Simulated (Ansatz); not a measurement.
# CoHO₂ (singlet): from Hartree-Fock to the top rungs, def2-SVP

Aim: climb from Hartree-Fock through coupled cluster and multireference methods for CoHO₂ (singlet) at one geometry and basis, and see what each rung misses.

Program: Ansatz 0.2.0, Gaussian basis. Level of theory: def2-SVP, core rule «outside noble gas», up to 11 orbitals frozen. These are calculated values, not measurements.

Plan: UHF; CCSD(T) on RHF; CCSD(T) on UHF; CISD; CCSDT(Q) on RHF; CCSDT(Q) on UHF; CASSCF and NEVPT2, 18 electrons in 13 orbitals.

5 further runs of the same task are left out: 1 that didn't finish, 4 set aside as unsound or not needed. Runs told in other sessions of the task aren't counted.

### Step 1. The system

The geometry is a PBE0/def2-TZVP stationary point (not a proven minimum) of the parent state, kept for this charge and spin.

4 atoms, charge 0, spin multiplicity 1.

Atoms are counted from 1 here; the program's logs count them from 0.

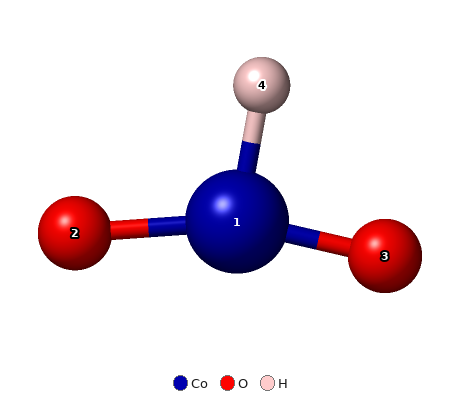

The geometry (cobalt blue, oxygen red, hydrogen pink); atoms are numbered from 1 in the order of the file.

Coordinates:

```mol
CoHO2
  3D, bonds by distance, orders not assigned

  4  3  0  0  0  0  0  0  0  0999 V2000
    0.0000   -0.0700    0.0188 Co  0  0
    0.0000    0.1602   -1.6765 O   0  0
    0.0000    0.1937    1.5954 O   0  0
    0.0000   -1.5224    0.1900 H   0  0
  1  2  8  0
  1  3  8  0
  1  4  8  0
M  END
```

In the tables R marks a restricted determinant and U an unrestricted one; 'valence' is the active space of 18 electrons in 13 orbitals; energies count from the table's Hartree-Fock row.

### Step 2. UHF

in.yaml

```yaml
crystal:
  periodic: [false, false, false]
  atoms:
    - {symbol: Co, position_ang: [0.000000, -0.070044, 0.018767]}
    - {symbol: O, position_ang: [0.000000, 0.160190, -1.676458]}
    - {symbol: O, position_ang: [0.000000, 0.193723, 1.595363]}
    - {symbol: H, position_ang: [0.000000, -1.522403, 0.189965]}
basis:
  gaussian: {orbitals: def2-SVP}
magnetization: {spin_polarized: true, initial_magnetization: 0}
hamiltonian: {xc: hf}
output: {orbitals: {seedname: orbitals}}
```

On the command line:

```bash
ansatz run in.yaml --threads 1 --pin off --events-out ev --progress --plain --max-ram 4096MiB --backend cpu
```

Log, cut to the lines that bear on the results:

```text
Functional definition: HF
  name "HF"
  cite "Fock, Z. Phys. 61, 126 (1930) doi:10.1007/BF01340294"
  parent pbe
[...]
637 factors; integrals over basis functions are off by at most 1.0e-3 eV
[...]
mean field -41665.95472376 eV, -1531.1955938996 hartree, gradient 1.4e-6 eV, S^2 2.518557; 21 other end points of the search recorded, 0 dependent functions left out
reference -41665.95472376 eV, -1531.1955938996 hartree; 22, 22 occupied and 42, 42 virtual orbitals, 637 factors
Total energy: -41665.95472376 eV, -1531.1955938996 hartree
```

Run time: 35 s. Hardware: 1 thread of AMD EPYC 7R13, shared host; peak memory 0.29 GiB.

From the report: ⟨S²⟩ of the determinant 2.519 (pure singlet: 0.00). The determinant of HF (⟨S²⟩ 2.52) is far from a pure spin state, so its energy mixes those of several spin states; that is harmless only where they are near-degenerate.

The unrestricted solution breaks the spin symmetry, so the restricted determinant is unstable here.

### Step 3. CCSD(T) on RHF

Edit in.yaml of step 2 so:

```diff
@@ -9,4 +9,3 @@
   gaussian: {orbitals: def2-SVP}
-magnetization: {spin_polarized: true, initial_magnetization: 0}
-hamiltonian: {xc: hf}
-output: {orbitals: {seedname: orbitals}}
+magnetization: {spin_polarized: false}
+correlation: {method: ccsd_t, electrons: outside_noble_gas}
```

The command is unchanged.

Log, cut to the lines that bear on the results:

```text
Functional definition: HF
  name "HF"
  cite "Fock, Z. Phys. 61, 126 (1930) doi:10.1007/BF01340294"
  parent pbe
[...]
637 factors; integrals over basis functions are off by at most 1.0e-3 eV
[...]
mean field -41658.32373896 eV, -1530.9151603807 hartree, gradient 2.5e-6 eV, S^2 0.000000; 22 other end points of the search recorded, 0 dependent functions left out; unrestricted orbitals would lower it
[...]
determinant -41658.32373896 eV, -1530.9151603807 hartree, with singles and doubles -41679.53715055 eV, -1531.6947388777 hartree
determinant -41658.32340417 eV, -1530.9151480775 hartree, with singles and doubles -41679.57660960 eV, -1531.6961889710 hartree
determinant -41658.19660005 eV, -1530.9104881119 hartree, with singles and doubles -41678.53920461 eV, -1531.6580650408 hartree
determinant -41657.03939979 eV, -1530.8679617867 hartree, with singles and doubles -41675.95004052 eV, -1531.5629150156 hartree
[...]
determinant -41658.32373896 eV, -1530.9151603807 hartree, with singles and doubles -41680.98073910 eV, -1531.7477897783 hartree
determinant -41658.32340417 eV, -1530.9151480775 hartree, with singles and doubles -41680.98602230 eV, -1531.7479839325 hartree
[...]
unrestricted determinant -41665.95472375 eV, -1531.1955938995 hartree, S^2 2.5186
11 core orbitals not correlated: weight in the atoms' cores, before any rotation towards them, 0.999 or more for the frozen orbitals, at most 0.001 for the correlated occupied ones
reference -41658.32340417 eV, -1530.9151480775 hartree; 11, 11 occupied and 42, 42 virtual orbitals, 637 factors
second order -22.28768934 eV of doubles, -0.00000000 eV of singles
cycle   1  -18.48827433 eV  change     1.5e0 eV  update   3.0e-1
[...]
cycle  31  -22.66261373 eV  change   -1.5e-5 eV  update   1.3e-5
perturbative correction -2.57856573 eV, -0.0947605429 hartree
WARN: the results are in doubt because among natural orbitals full CI differs from the method by -0.166 eV
Total energy: -41683.56458363 eV, -1531.8427443136 hartree
In doubt: among natural orbitals full CI differs from the method by -0.166 eV
```

Run time: 74 s. Hardware: 1 thread of AMD EPYC 7R13, shared host; peak memory 0.29 GiB.

From the report: correlation -25.2412 eV; T1 0.146; largest double amplitude 0.22. Mind the lines of doubt at the end of the log.

### Step 4. CCSD(T) on UHF

Edit in.yaml of step 3 so:

```diff
@@ -9,3 +9,3 @@
   gaussian: {orbitals: def2-SVP}
-magnetization: {spin_polarized: false}
+magnetization: {spin_polarized: true, initial_magnetization: 0}
 correlation: {method: ccsd_t, electrons: outside_noble_gas}
```

Launched as before.

Log, cut to the lines that bear on the results:

```text
Functional definition: HF
  name "HF"
  cite "Fock, Z. Phys. 61, 126 (1930) doi:10.1007/BF01340294"
  parent pbe
[...]
637 factors; integrals over basis functions are off by at most 1.0e-3 eV
[...]
mean field -41665.95472376 eV, -1531.1955938996 hartree, gradient 2.5e-6 eV, S^2 2.518557; 49 other end points of the search recorded, 0 dependent functions left out
determinant -41665.95472376 eV, -1531.1955938996 hartree, with singles and doubles -41681.09926141 eV, -1531.7521453929 hartree
determinant -41665.91071282 eV, -1531.1939765276 hartree, with singles and doubles -41680.97199876 eV, -1531.7474685768 hartree
determinant -41665.89359861 eV, -1531.1933475918 hartree, with singles and doubles -41680.99709833 eV, -1531.7483909689 hartree
determinant -41665.87428988 eV, -1531.1926380092 hartree, with singles and doubles -41680.87370538 eV, -1531.7438563616 hartree
[...]
determinant -41664.52993141 eV, -1531.1432337466 hartree, with singles and doubles -41681.29598018 eV, -1531.7593746743 hartree
determinant -41664.45530291 eV, -1531.1404911999 hartree, with singles and doubles -41681.01811976 eV, -1531.7491634924 hartree
determinant -41664.13765721 eV, -1531.1288179357 hartree, with singles and doubles -41681.20826384 eV, -1531.7561511584 hartree
11 core orbitals not correlated: weight in the atoms' cores, before any rotation towards them, 0.998 or more for the frozen orbitals, at most 0.001 for the correlated occupied ones
reference -41665.95472376 eV, -1531.1955938996 hartree; 11, 11 occupied and 42, 42 virtual orbitals, 637 factors
second order -13.35971134 eV of doubles, -0.00000000 eV of singles
cycle   1  -15.44415740 eV  change    1.5e-6 eV  update   5.5e-6
perturbative correction -0.90609984 eV, -0.0332985550 hartree
WARN: the results are in doubt because among natural orbitals full CI differs from the method by -0.161 eV
Total energy: -41682.30498100 eV, -1531.7964547706 hartree
In doubt: among natural orbitals full CI differs from the method by -0.161 eV
```

Run time: 4.2 min. Hardware: 1 thread of AMD EPYC 7R13, shared host; peak memory 0.34 GiB.

From the report: ⟨S²⟩ of the determinant 2.519 (pure singlet: 0.00); correlation -16.3503 eV; T1 0.097; largest double amplitude 0.08. The determinant of CCSD(T) (⟨S²⟩ 2.52) is far from a pure spin state, so its energy mixes those of several spin states; high orders of coupled cluster remove much of that, low ones don't. The program marks this result as in doubt; its last lines say why.

### Step 5. CISD

Edit in.yaml of step 4 so:

```diff
@@ -9,3 +9,2 @@
   gaussian: {orbitals: def2-SVP}
-magnetization: {spin_polarized: true, initial_magnetization: 0}
-correlation: {method: ccsd_t, electrons: outside_noble_gas}
+correlation: {active_space: {ras: {orbitals: [11, 0, 42], electrons: 22, max_holes: 2, max_particles: 2}, fixed_orbitals: true}}
```

The command is unchanged.

Log, cut to the lines that bear on the results:

```text
Functional definition: HF
  name "HF"
  cite "Fock, Z. Phys. 61, 126 (1930) doi:10.1007/BF01340294"
  parent pbe
[...]
637 factors; integrals over basis functions are off by at most 1.0e-3 eV
[...]
mean field -41658.32373896 eV, -1530.9151603807 hartree, gradient 2.5e-6 eV, S^2 0.000000; 15 other end points of the search recorded, 0 dependent functions left out
reference -41658.32373896 eV, -1530.9151603807 hartree; 22, 22 occupied and 42, 42 virtual orbitals, 637 factors
state -41675.50077157 eV, -1531.5464046860 hartree
Total energy: -41675.50077157 eV, -1531.5464046860 hartree
```

Run time: 17 s. Hardware: 1 thread of AMD EPYC 7R13, shared host; peak memory 0.29 GiB.

From the report: 309,079 determinants.

### Step 6. CCSDT(Q) on RHF

Edit in.yaml of step 5 so:

```diff
@@ -9,2 +9,3 @@
   gaussian: {orbitals: def2-SVP}
-correlation: {active_space: {ras: {orbitals: [11, 0, 42], electrons: 22, max_holes: 2, max_particles: 2}, fixed_orbitals: true}}
+magnetization: {spin_polarized: false}
+correlation: {method: ccsdt_q, electrons: outside_noble_gas}
```

On the command line:

```bash
ansatz run in.yaml --threads 2 --pin off --events-out ev --progress --plain --max-ram 24576MiB --backend cuda --devices 0, --max-vram 18GiB
```

Log, cut to the lines that bear on the results:

```text
Functional definition: HF
  name "HF"
  cite "Fock, Z. Phys. 61, 126 (1930) doi:10.1007/BF01340294"
  parent pbe
[...]
1177 factors; integrals over basis functions are off by at most 2.3e-7 eV
[...]
mean field -41658.32419661 eV, -1530.9151771992 hartree, gradient 2.9e-6 eV, S^2 0.000000; 23 other end points of the search recorded, 0 dependent functions left out; unrestricted orbitals would lower it
[...]
determinant -41658.32419661 eV, -1530.9151771992 hartree, with singles and doubles -41679.53769333 eV, -1531.6947588245 hartree
determinant -41658.32386243 eV, -1530.9151649181 hartree, with singles and doubles -41679.57711411 eV, -1531.6962075115 hartree
determinant -41658.19705817 eV, -1530.9105049476 hartree, with singles and doubles -41678.53974369 eV, -1531.6580848518 hartree
determinant -41657.03983954 eV, -1530.8679779474 hartree, with singles and doubles -41675.95054220 eV, -1531.5629334518 hartree
[...]
determinant -41658.32419661 eV, -1530.9151771992 hartree, with singles and doubles -41680.98123143 eV, -1531.7478078712 hartree
determinant -41658.32386243 eV, -1530.9151649181 hartree, with singles and doubles -41680.98651554 eV, -1531.7480020587 hartree
[...]
unrestricted determinant -41665.95517535 eV, -1531.1956104952 hartree, S^2 2.5186
11 core orbitals not correlated: weight in the atoms' cores, before any rotation towards them, 0.999 or more for the frozen orbitals, at most 0.001 for the correlated occupied ones
reference -41658.32386243 eV, -1530.9151649181 hartree; 11, 11 occupied and 42, 42 virtual orbitals, 1177 factors
second order -22.28780498 eV of doubles, -0.00000000 eV of singles
cycle   1  -18.48833332 eV  change     1.5e0 eV  update   3.2e-1
[...]
cycle  82  -24.70192720 eV  change   -7.4e-7 eV  update   1.8e-7
perturbative correction -1.81880958 eV, -0.0668400191 hartree
WARN: the results are in doubt because among natural orbitals full CI differs from the method by +0.089 eV
Total energy: -41684.84459921 eV, -1531.8897840183 hartree
In doubt: among natural orbitals full CI differs from the method by +0.089 eV
```

Wall time 51 s (1 × H100 (card shared with other runs) with 2 threads of AMD EPYC 7R13, shared host); peak host memory 0.81 GiB.

From the report: correlation -26.5207 eV; T1 0.155; largest double amplitude 0.31. The program marks this result as in doubt; its last lines say why.

### Step 7. CCSDT(Q) on UHF

Edit in.yaml of step 6 so:

```diff
@@ -9,3 +9,3 @@
   gaussian: {orbitals: def2-SVP}
-magnetization: {spin_polarized: false}
+magnetization: {spin_polarized: true, initial_magnetization: 0}
 correlation: {method: ccsdt_q, electrons: outside_noble_gas}
```

Launched as before.

Log, cut to the lines that bear on the results:

```text
Functional definition: HF
  name "HF"
  cite "Fock, Z. Phys. 61, 126 (1930) doi:10.1007/BF01340294"
  parent pbe
[...]
1177 factors; integrals over basis functions are off by at most 2.3e-7 eV
[...]
mean field -41665.95517535 eV, -1531.1956104953 hartree, gradient 2.0e-6 eV, S^2 2.518560; 48 other end points of the search recorded, 0 dependent functions left out
determinant -41665.95517535 eV, -1531.1956104953 hartree, with singles and doubles -41681.09977201 eV, -1531.7521641573 hartree
determinant -41665.91115387 eV, -1531.1939927357 hartree, with singles and doubles -41680.97249608 eV, -1531.7474868530 hartree
determinant -41665.89404532 eV, -1531.1933640083 hartree, with singles and doubles -41680.99760019 eV, -1531.7484094122 hartree
determinant -41665.87473182 eV, -1531.1926542501 hartree, with singles and doubles -41680.87419954 eV, -1531.7438745219 hartree
[...]
determinant -41664.45577257 eV, -1531.1405084594 hartree, with singles and doubles -41681.01861708 eV, -1531.7491817686 hartree
determinant -41664.13810874 eV, -1531.1288345292 hartree, with singles and doubles -41681.20875613 eV, -1531.7561692498 hartree
11 core orbitals not correlated: weight in the atoms' cores, before any rotation towards them, 0.998 or more for the frozen orbitals, at most 0.001 for the correlated occupied ones
reference -41665.95517535 eV, -1531.1956104953 hartree; 11, 11 occupied and 42, 42 virtual orbitals, 1177 factors
second order -13.35980509 eV of doubles, -0.00000000 eV of singles
cycle   1  -13.43702146 eV  change   -7.7e-2 eV  update   1.7e-1
[...]
cycle  77  -16.95306127 eV  change   -1.5e-7 eV  update   3.5e-7
perturbative correction -1.00506186 eV, -0.0369353421 hartree
WARN: the results are in doubt because among natural orbitals the method converges to other amplitudes
Total energy: -41683.91329848 eV, -1531.8555593478 hartree
In doubt: among natural orbitals the method converges to other amplitudes
```

Wall time 3.4 min (1 × H100 (card shared with other runs) with 2 threads of AMD EPYC 7R13, shared host); peak host memory 1.1 GiB.

From the report: ⟨S²⟩ of the determinant 2.519 (pure singlet: 0.00); correlation -17.9581 eV; T1 0.152; largest double amplitude 0.20. The determinant of CCSDT(Q) (⟨S²⟩ 2.52) is far from a pure spin state, so its energy mixes those of several spin states; high orders of coupled cluster remove much of that, low ones don't. Mind the lines of doubt at the end of the log.

### Step 8. CASSCF and NEVPT2, 18 electrons in 13 orbitals

Edit in.yaml of step 7 so:

```diff
@@ -9,3 +9,2 @@
   gaussian: {orbitals: def2-SVP}
-magnetization: {spin_polarized: true, initial_magnetization: 0}
-correlation: {method: ccsdt_q, electrons: outside_noble_gas}
+correlation: {method: sc_nevpt2, electrons: outside_noble_gas, active_space: {window: {electrons: 18, orbitals: 13}, shells: [{species: Co, l: s, shell: 4}, {species: Co, l: d, shell: 3}, {species: H, l: s, shell: 1}, {species: O, l: p, shell: 2}]}}
```

Launched as before.

Log, cut to the lines that bear on the results:

```text
Functional definition: HF
  name "HF"
  cite "Fock, Z. Phys. 61, 126 (1930) doi:10.1007/BF01340294"
  parent pbe
[...]
1177 factors; integrals over basis functions are off by at most 2.3e-7 eV
[...]
mean field -41658.32419661 eV, -1530.9151771992 hartree, gradient 2.9e-6 eV, S^2 0.000000; 15 other end points of the search recorded, 0 dependent functions left out; unrestricted orbitals would lower it
reference -41658.32419661 eV, -1530.9151771992 hartree; 22, 22 occupied and 42, 42 virtual orbitals, 1177 factors
state -41669.66785675 eV, -1531.3320490203 hartree
state -41669.66785675 eV, -1531.3320490203 hartree; corrected -41681.93382008 eV, -1531.7828148586 hartree
Total energy: -41681.93382008 eV, -1531.7828148586 hartree
Checks for a lower state left out: starts, orbital_swaps
```

It took 2.8 min on 1 × H100 (card shared with other runs) with 2 threads of AMD EPYC 7R13, shared host; peak host memory 0.89 GiB.

From the report: 511,225 determinants; active occupations 1.97, 1.96, 1.95, 1.95, 1.89, 1.85, 1.84, 1.82, 1.79, 0.39, 0.36, 0.19, 0.04.

### Step 9. How many determinants matter

Natural occupations of the CASSCF valence state about the gap (report; correlated orbitals 5 to 13): 1.894, 1.853, 1.837, 1.815, 1.788, 0.388, 0.360, 0.189, 0.036. The count of effectively unpaired electrons, Σ n²(2 − n)², is 1.35; a single determinant of this spin has 0.

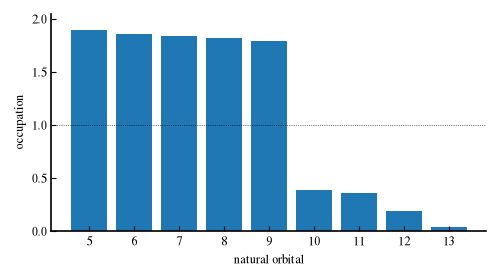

Natural occupations of the CASSCF valence state.

### Step 10. The ladder

No level here is safe as a reference; RCCSDT(Q) serves as a yardstick only. Rows without a time are mean-field rows or come out of runs for another level: lower rungs of the coupled-cluster runs, CASSCF and MRCISD of the multireference runs, or the Hartree-Fock search.

Differences are taken before rounding.

| method | energy from the lowest RHF (kJ/mol) | from RCCSDT(Q) (kJ/mol) | time |
| --- | --- | --- | --- |
| RHF | 0.0 | +2558.9 |  |
| UHF | -736.3 | +1822.6 |  |
| RMP2 | -2150.4 | +408.5 |  |
| UMP2 | -2025.3 | +533.6 |  |
| CISD | -1657.3 | +901.5 | 17 s |
| RCCSD | -2186.6 | +372.3 |  |
| UCCSD | -2226.4 | +332.5 |  |
| RCCSD(T) | -2435.4 | +123.5 | 74 s |
| UCCSD(T) | -2313.8 | +245.0 | 4.2 min |
| RCCSDT | -2383.4 | +175.5 |  |
| UCCSDT | -2372.0 | +186.8 |  |
| RCCSDT(Q) | -2558.9 | 0 | 51 s (GPU) |
| UCCSDT(Q) | -2469.0 | +89.9 | 3.4 min (GPU) |
| CASSCF valence | -1094.5 | +1464.3 |  |
| NEVPT2 valence | -2278.0 | +280.8 | 2.8 min (GPU) |

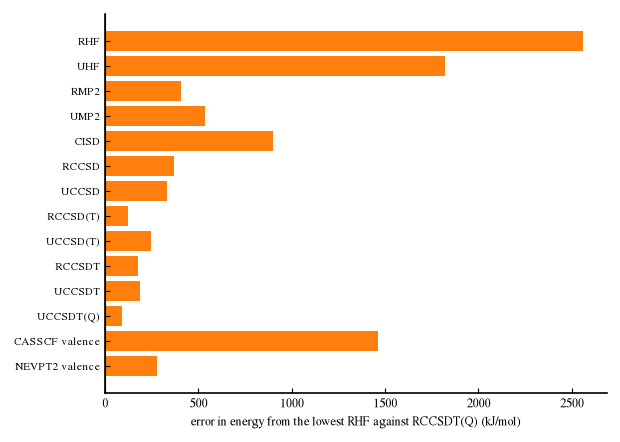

How far each level lands from RCCSDT(Q).

Some runs used a GPU and others CPU threads alone; cost is compared among the CPU runs only.

The program flags RCCSD(T), UCCSD(T), RCCSDT(Q), UCCSDT(Q) as in doubt (see the logs), so the zero of the table is itself unsure.

### Step 11. Summary of results

| quantity | value |
| --- | --- |
| RCCSDT(Q) from the RHF energy | -26.5209 eV |
| RMP2 from RCCSDT(Q) | +408.5 kJ/mol |
| UMP2 from RCCSDT(Q) | +533.6 kJ/mol |
| RCCSD from RCCSDT(Q) | +372.3 kJ/mol |
| RCCSD(T) from RCCSDT(Q) | +123.5 kJ/mol |
| UCCSD(T) from RCCSDT(Q) | +245.0 kJ/mol |
| UCCSDT(Q) from RCCSDT(Q) | +89.9 kJ/mol |
| NEVPT2 valence from RCCSDT(Q) | +280.8 kJ/mol |
| T1 diagnostic | 0.146 |
| effectively unpaired electrons | 1.35 |

**Reading.** RCCSD(T) lands +123.5 kJ/mol from the yardstick (4.8 % of the correlation energy). CCSD(T) misses by +123.5 kJ/mol on the restricted determinant and by +245.0 kJ/mol on the unrestricted one; the two need not hold the same state or core. The occupations show strong static correlation (1.3 unpaired electrons where one determinant has 0). Warnings: restricted reference is unstable; spin contamination; large T1 diagnostic.

The restricted and unrestricted ladders end 0.93 eV apart at CCSDT(Q), which points to two states or an unsound top rung; rows of one don't measure the error of the other.
